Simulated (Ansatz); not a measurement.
# triplet CH4ClGa at 6 levels

Aim: a comparison of 6 runs (U-r2SCAN0/def2-SVP, UBLYP/def2-SVP, UHSE06/def2-SVP, UPBE-QIDH/def2-SVP, UPBE0/def2-SVP, USVWN5/def2-SVP) of triplet CH4ClGa. 

The calculation is run with Ansatz 0.2.0.

62 further runs of the same task are left out: 62 set aside as unsound or not needed. Runs told in other sessions of the task aren't counted.

## Step 1: The molecule

CH4ClGa has 7 atoms, charge 0, and is taken as a triplet. As SMILES of the parent species, `[CH3][GaH][Cl]`. The coordinates come from a PBE0-D4/def2-TZVP relaxation. That shape belongs to the parent species and isn't relaxed for this state.

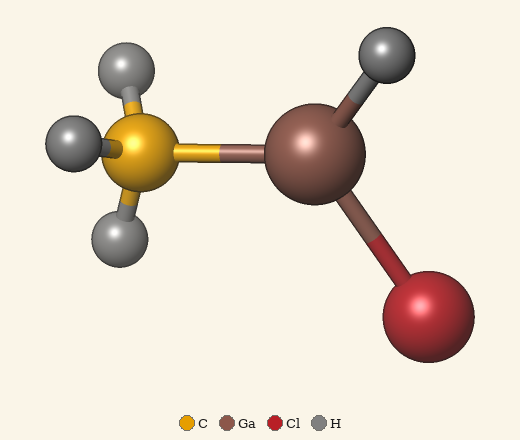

Viewed from a chosen angle; carbon amber, gallium brown, chlorine red, hydrogen grey.

## Step 2: The energy at U-r2SCAN0/def2-SVP (run 1)

The input, in.yaml:

```yaml
crystal:
  periodic: [false, false, false]
  atoms:
    - {symbol: C, position_ang: [-0.730500, 0.588300, -0.200700]}
    - {symbol: Ga, position_ang: [0.846300, -0.538100, 0.035700]}
    - {symbol: Cl, position_ang: [0.865000, -1.794800, 1.792800]}
    - {symbol: H, position_ang: [-0.435900, 1.637200, -0.283800]}
    - {symbol: H, position_ang: [-1.418300, 0.473600, 0.636300]}
    - {symbol: H, position_ang: [-1.245900, 0.318700, -1.126000]}
    - {symbol: H, position_ang: [2.119300, -0.684800, -0.854300]}
basis:
  gaussian: {orbitals: def2-SVP}
magnetization: {spin_polarized: true, initial_magnetization: 2}
hamiltonian: {xc: {name: r2SCAN0}}
accuracy: high
output: {orbitals: {seedname: orbitals}}
```

Started as:

```bash
$ ansatz run in.yaml --threads 1 --pin off --max-ram 3480MiB --events-out events.jsonl --progress --plain --runs-dir runs
```

What it wrote:

```text
Warning: RAYON_NUM_THREADS=1 ignored (pool sized by the plan → 1); use --threads N
Functional definition: r2SCAN0
  name "r2SCAN0"
  parameter a = 0.25
  parameter k0 = 0.174
  parameter k1 = 0.065
  parameter a1 = 4.9479
  exchange = (1 - a)*r2scan_x(k0 = k0, k1 = k1, a1 = a1) + a*exact_x
  correlation = r2scan_c
1770 factors; integrals over basis functions are off by at most 8.8e-9 eV
mean field evaluation 1: about -65979.9332 eV, gradient 3.1e1 eV
mean field evaluation 2: about -65972.2182 eV, gradient 4.5e1 eV
mean field evaluation 4: about -65985.1031 eV, gradient 5.6e0 eV
mean field evaluation 8: about -65985.3789 eV, gradient 7.8e-1 eV
mean field evaluation 16: about -65985.3860 eV, gradient 4.8e-3 eV
mean field evaluation 32: about -65985.3860 eV, gradient 7.3e-8 eV
mean field -65985.38598763 eV, -2424.9182085444 hartree, gradient 7.3e-8 eV, S^2 2.009050; 4 other end points of the search recorded, 0 dependent functions left out
reference -65985.38598996 eV, -2424.9182086301 hartree; 30, 28 occupied and 54, 56 virtual orbitals, 1770 factors
Total energy: -65985.38598996 eV, -2424.9182086301 hartree
```

Wall time 16 s (1 thread of Intel Xeon 6975P-C (Granite Rapids), shared host); peak memory 0.57 GiB.

## Step 3: A single-point energy at UBLYP/def2-SVP (run 2)

The input, job.yaml:

```yaml
crystal:
  periodic: [false, false, false]
  atoms:
    - {symbol: C, position_ang: [-0.730500, 0.588300, -0.200700]}
    - {symbol: Ga, position_ang: [0.846300, -0.538100, 0.035700]}
    - {symbol: Cl, position_ang: [0.865000, -1.794800, 1.792800]}
    - {symbol: H, position_ang: [-0.435900, 1.637200, -0.283800]}
    - {symbol: H, position_ang: [-1.418300, 0.473600, 0.636300]}
    - {symbol: H, position_ang: [-1.245900, 0.318700, -1.126000]}
    - {symbol: H, position_ang: [2.119300, -0.684800, -0.854300]}
basis:
  gaussian: {orbitals: def2-SVP}
output: {orbitals: {seedname: orbitals}}
hamiltonian: {xc: {name: BLYP}}
accuracy: high
magnetization: {spin_polarized: true, initial_magnetization: 2}
```

Started as:

```bash
$ ansatz run job.yaml --threads 1 --pin off --max-ram 3480MiB --events-out events.jsonl --progress --plain --runs-dir runs
```

What it wrote:

```text
Warning: RAYON_NUM_THREADS=1 ignored (pool sized by the plan → 1); use --threads N
Functional definition: BLYP
  name "BLYP"
  parameter beta = 0.0042
  parameter a = 0.04918
  parameter b = 0.132
  parameter c = 0.2533
  parameter d = 0.349
  exchange = b88_x(beta = beta)
  correlation = lyp_c(a = a, b = b, c = c, d = d)
1770 factors; integrals over basis functions are off by at most 8.8e-9 eV
mean field evaluation 1: about -65977.3573 eV, gradient 4.7e1 eV
mean field evaluation 2: about -65945.1836 eV, gradient 8.0e1 eV
mean field evaluation 4: about -65987.3410 eV, gradient 1.4e1 eV
mean field evaluation 8: about -65989.0237 eV, gradient 2.2e-1 eV
mean field evaluation 16: about -65989.0241 eV, gradient 3.2e-4 eV
mean field evaluation 32: about -65986.0650 eV, gradient 7.3e0 eV
mean field -65989.02410749 eV, -2425.0519069832 hartree, gradient 4.1e-8 eV, S^2 2.002447; 4 other end points of the search recorded, 0 dependent functions left out
reference -65989.02415881 eV, -2425.0519088690 hartree; 30, 28 occupied and 54, 56 virtual orbitals, 1770 factors
Total energy: -65989.02415881 eV, -2425.0519088690 hartree
```

It took 6.6 s on 1 thread of Intel Xeon 6975P-C (Granite Rapids), shared host; peak memory 0.28 GiB.

Run 3 isn't shown in full; the table further down has it.

## Step 4: A single-point energy at UPBE-QIDH/def2-SVP (run 4)

The input, molecule.yaml:

```yaml
crystal:
  periodic: [false, false, false]
  atoms:
    - {symbol: C, position_ang: [-0.730500, 0.588300, -0.200700]}
    - {symbol: Ga, position_ang: [0.846300, -0.538100, 0.035700]}
    - {symbol: Cl, position_ang: [0.865000, -1.794800, 1.792800]}
    - {symbol: H, position_ang: [-0.435900, 1.637200, -0.283800]}
    - {symbol: H, position_ang: [-1.418300, 0.473600, 0.636300]}
    - {symbol: H, position_ang: [-1.245900, 0.318700, -1.126000]}
    - {symbol: H, position_ang: [2.119300, -0.684800, -0.854300]}
basis:
  gaussian: {orbitals: def2-SVP}
magnetization: {spin_polarized: true, initial_magnetization: 2}
hamiltonian: {xc: {name: PBE-QIDH}}
correlation: {frozen_orbitals: {C: 1, Cl: 5, Ga: 9, H: 0}}
accuracy: high
output: {orbitals: {seedname: orbitals}}
```

Started as:

```bash
$ ansatz run molecule.yaml --threads 1 --pin off --max-ram 3480MiB --events-out events.jsonl --progress --plain --runs-dir runs
```

What it wrote:

```text
Warning: RAYON_NUM_THREADS=1 ignored (pool sized by the plan → 1); use --threads N
Functional definition: PBE-QIDH
  name "PBE-QIDH"
  parameter a = 3^(-1/3)
  parameter c = 1/3
  exchange = (1 - a)*pbe_x + a*exact_x
  correlation = (1 - c)*pbe_c + c*(mp2_os + mp2_ss)
1770 factors; integrals over basis functions are off by at most 8.8e-9 eV
mean field evaluation 1: about -65955.5659 eV, gradient 1.8e1 eV
mean field evaluation 2: about -65955.6000 eV, gradient 1.8e1 eV
mean field evaluation 4: about -65957.3421 eV, gradient 1.7e0 eV
mean field evaluation 8: about -65957.4081 eV, gradient 6.1e-1 eV
mean field evaluation 16: about -65957.4600 eV, gradient 5.2e-2 eV
mean field evaluation 32: about -65957.4605 eV, gradient 5.9e-5 eV
mean field evaluation 64: about -65957.2635 eV, gradient 1.9e0 eV
mean field -65957.46047543 eV, -2423.8919648998 hartree, gradient 6.7e-8 eV, S^2 2.018343; 6 other end points of the search recorded, 0 dependent functions left out
15 core orbitals not correlated: weight in the atoms' cores, before any rotation towards them, 1.000 or more for the frozen orbitals, at most 0.000 for the correlated occupied ones
reference -65957.46047655 eV, -2423.8919649406 hartree; 15, 13 occupied and 54, 56 virtual orbitals, 1770 factors
second order -15.30678213 eV of doubles, -0.00000000 eV of singles
Total energy: -65962.56273725 eV, -2424.0794695632 hartree
```

Wall time 14 s (1 thread of Intel Xeon 6975P-C (Granite Rapids), shared host); peak memory 0.43 GiB.

Run 5 isn't shown in full; the table further down has it.

## Step 5: The energy at USVWN5/def2-SVP (run 6)

The input, molecule.yaml:

```yaml
crystal:
  periodic: [false, false, false]
  atoms:
    - symbol: C
      position_ang: [-0.730500, 0.588300, -0.200700]
    - symbol: Ga
      position_ang: [0.846300, -0.538100, 0.035700]
    - symbol: Cl
      position_ang: [0.865000, -1.794800, 1.792800]
    - symbol: H
      position_ang: [-0.435900, 1.637200, -0.283800]
    - symbol: H
      position_ang: [-1.418300, 0.473600, 0.636300]
    - symbol: H
      position_ang: [-1.245900, 0.318700, -1.126000]
    - symbol: H
      position_ang: [2.119300, -0.684800, -0.854300]
basis:
  gaussian:
    orbitals: def2-SVP
hamiltonian:
  xc: {name: SVWN5}
magnetization:
  spin_polarized: true
  initial_magnetization: 2
accuracy: high
output: {orbitals: {seedname: orbitals}}
```

Started as:

```bash
$ ansatz run molecule.yaml --threads 1 --pin off --max-ram 3480MiB --events-out events.jsonl --progress --plain --runs-dir runs
```

What it wrote:

```text
Warning: RAYON_NUM_THREADS=1 ignored (pool sized by the plan → 1); use --threads N
Functional definition: SVWN5
  name "SVWN5"
  exchange = slater_x
  correlation = vwn5_c
1770 factors; integrals over basis functions are off by at most 8.8e-9 eV
mean field evaluation 1: about -65843.3967 eV, gradient 4.7e1 eV
mean field evaluation 2: about -65810.5507 eV, gradient 8.1e1 eV
mean field evaluation 4: about -65853.2700 eV, gradient 1.3e1 eV
mean field evaluation 8: about -65854.9362 eV, gradient 2.6e-1 eV
mean field evaluation 16: about -65854.9325 eV, gradient 3.1e-4 eV
mean field evaluation 32: about -65851.8057 eV, gradient 6.9e0 eV
mean field -65854.93250172 eV, -2420.1241313618 hartree, gradient 2.5e-8 eV, S^2 2.001412; 6 other end points of the search recorded, 0 dependent functions left out
reference -65854.93250491 eV, -2420.1241314788 hartree; 30, 28 occupied and 54, 56 virtual orbitals, 1770 factors
Total energy: -65854.93250491 eV, -2420.1241314788 hartree
```

Wall time 3.9 s (1 thread of Intel Xeon 6975P-C (Granite Rapids), shared host); peak memory 0.26 GiB.

## Step 6: All runs side by side

```
run               level  frozen core orbitals   energy (Eh)  HOMO energy (eV)   ⟨S²⟩  wall time
  1  U-r2SCAN0/def2-SVP                     –  -2424.918209             -3.41  2.009       16 s
  2      UBLYP/def2-SVP                     –  -2425.051909             -2.09  2.002      6.6 s
  3     UHSE06/def2-SVP                     –  -2424.547267             -2.83  2.006      8.7 s
  4  UPBE-QIDH/def2-SVP                    15  -2424.079470             -4.44  2.018       14 s
  5      UPBE0/def2-SVP                     –  -2424.557560             -3.21  2.006      9.3 s
  6     USVWN5/def2-SVP                     –  -2420.124131             -2.39  2.001      3.9 s
```

## Step 7: What came out

```
                                 quantity           value
                      run 6: total energy  -2420.12413 Eh
run 6: HOMO energy (highest over α and β)        -2.39 eV
                              run 6: ⟨S²⟩           2.001
```

**Reading.** Totals of different functionals can't be ranked against each other. All runs together took 59 s, the longest 16 s.
